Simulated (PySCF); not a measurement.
Input

```
{"job": {"kind": "nmr", "xc": "PBE0", "basis": "pcSseg-1", "pop": false}, "charge": 0, "multiplicity": 1}
C      1.175400     0.397700    -0.842500
C      0.673200     0.840200     0.294000
O     -0.474600     0.418200     0.926400
C     -1.093000    -0.686700     0.456000
F     -2.007300    -1.062400     1.358700
F     -1.773900    -0.444500    -0.693300
H      0.713800    -0.365500    -1.443700
H      2.087500     0.820900    -1.218800
H      1.122900     1.627600     0.879400
H     -0.415300    -1.540900     0.261200
```

Command:

```sh
OMP_NUM_THREADS=1 python probes_run.py task.json out
```

Geometry: GFN2-xTB, NEB image 0 of 0 to 8.

The calculation used PBE0/pcSseg-1, SCF density, gas phase, non-relativistic in PySCF.

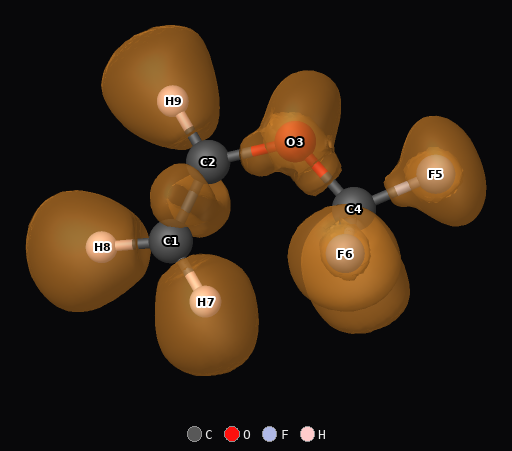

C3H4F2O. Isosurface of the ELF at 0.75 (orange), seen at a tilt. Core shells and regions of very low density are left out.

### Identify the bonds, lone pairs and shells in this picture.

The ELF exceeds this value in one region between bonded C–C atoms (shared pairs), four regions around hydrogen nuclei, two regions on F in which the atom's valence shell and bonds are merged and one region on O in which the atom's valence shell and bonds are merged. Profiles from the grid: C–C (1.32 Å): the ELF peaks at about 0.90 between the atoms (a multiple bond). C–F (1.34 Å): the ELF peaks at about 0.85 between the atoms (a polar covalent bond).
